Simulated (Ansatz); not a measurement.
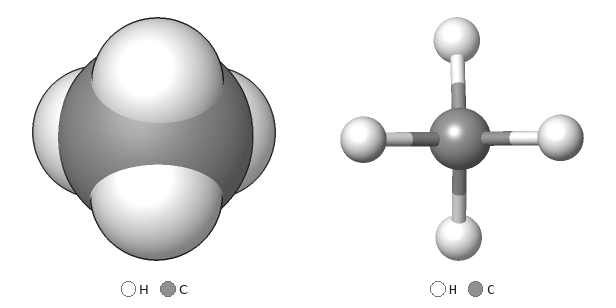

The same structure drawn twice, from different directions.

The geometry was computed by an optimisation with PBE0-D4/def2-TZVP.

**What is the molecular formula?**

CH₄, 5 atoms: 1 carbon and 4 hydrogen.

**Count the bonded pairs by element.**

4 C–H. Sticks follow a distance rule.

The parts below concern this one geometry. Atoms keep their numbers from picture to picture.

### Shape

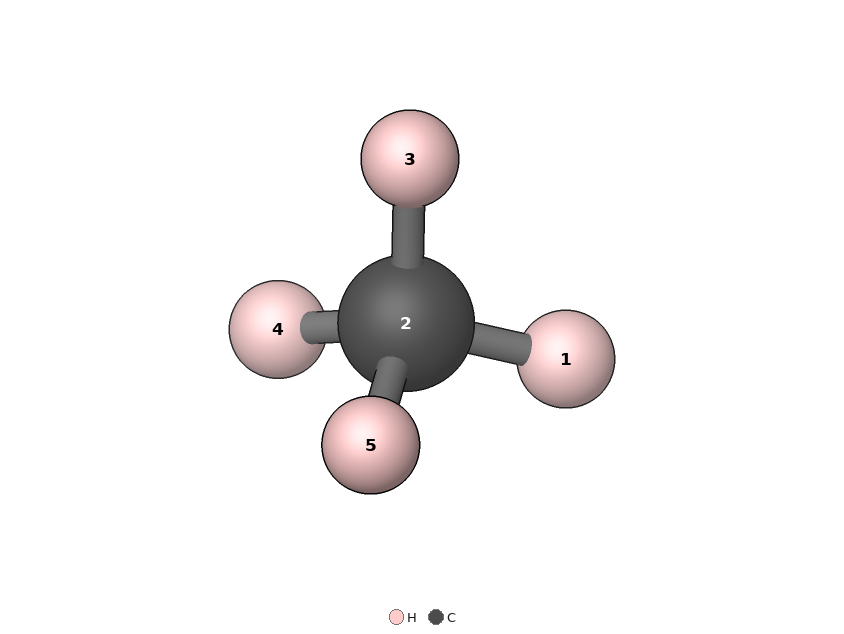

**Describe the coordination of atom 2.**

C2 has 4 neighbours (H1 at 1.09, H3 at 1.09, H4 at 1.09, H5 at 1.09 Å); the arrangement is tetrahedral.

### Charges

The questions are on Mulliken charges. Method: RKS PBE0-D4/def2-TZVP (Ansatz 0.2.0).

Give the Mulliken charges atom by atom.

```json
{"atom": "H1", "value (e)": "0.13"}
{"atom": "C2", "value (e)": "−0.53"}
{"atom": "H3", "value (e)": "0.13"}
{"atom": "H4", "value (e)": "0.13"}
{"atom": "H5", "value (e)": "0.13"}
```

### Electronic properties

Method: RKS PBE0-D4/def2-TZVPP (Ansatz 0.2.0).

**Estimate the LUMO energy (Kohn–Sham orbital).**

1.70 eV.

**Estimate the HOMO energy (Kohn–Sham orbital).**

−10.98 eV.

### Vibrations

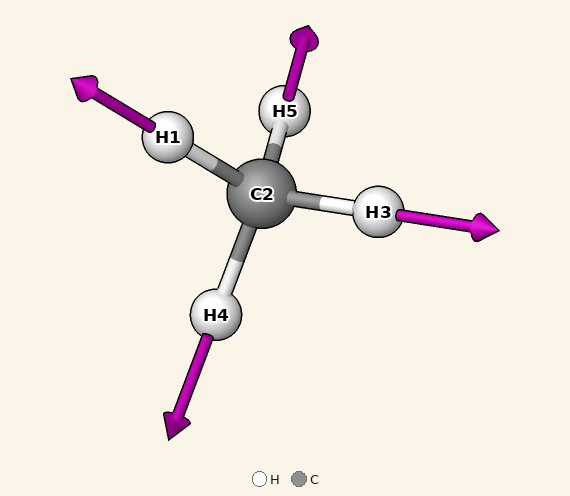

The arrows show one normal mode. Harmonic vibrations computed with RKS PBE0-D4/def2-TZVP (Ansatz 0.2.0) at a stationary point of the same level.

**What kind of motion is it?**

Mostly in-phase stretching of 4 C–H bonds.

**At what wavenumber does it lie?**

3047 cm⁻¹; it is mode 6 of 9 counted from the lowest.

Mulliken values depend strongly on the basis set and can even reverse the polarity of a bond.
